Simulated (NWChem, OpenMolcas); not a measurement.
A ladder of methods for Cu2 (SMILES [Cu][Cu])

Cu2: 2 atoms, total charge 0, spin state singlet. SMILES: `[Cu][Cu]`. Geometry: the measured bond length.

```xyz
2

Cu    0.0000    0.0000    0.0000
Cu    0.0000    0.0000    2.2197
```

Each level gives the HOMO–LUMO gap (eV). The values are calculated.

```tsv
level	kind	program	value (eV)
SVWN5/def2-SVPD	LDA	OpenMolcas	1.42
BLYP/def2-SVPD	GGA	OpenMolcas	1.29
revPBE/def2-SVPD	GGA	OpenMolcas	1.38
TPSS/def2-SVPD	meta-GGA	OpenMolcas	1.49
r2SCAN/def2-SVPD	meta-GGA	OpenMolcas	1.68
B3LYP/def2-SVPD	global hybrid	OpenMolcas	3.17
PBE0/def2-SVPD	global hybrid	NWChem	3.53
B2PLYP/def2-SVPD	double hybrid	OpenMolcas	4.77
```

The values span 1.29 to 4.77 eV. Orbital gaps aren't excitation energies, and those of double hybrids come from the SCF part alone; they tend to grow with the share of exact exchange.

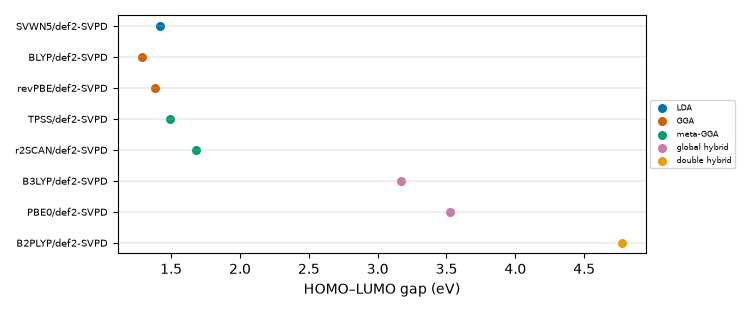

The values of the table, level by level.
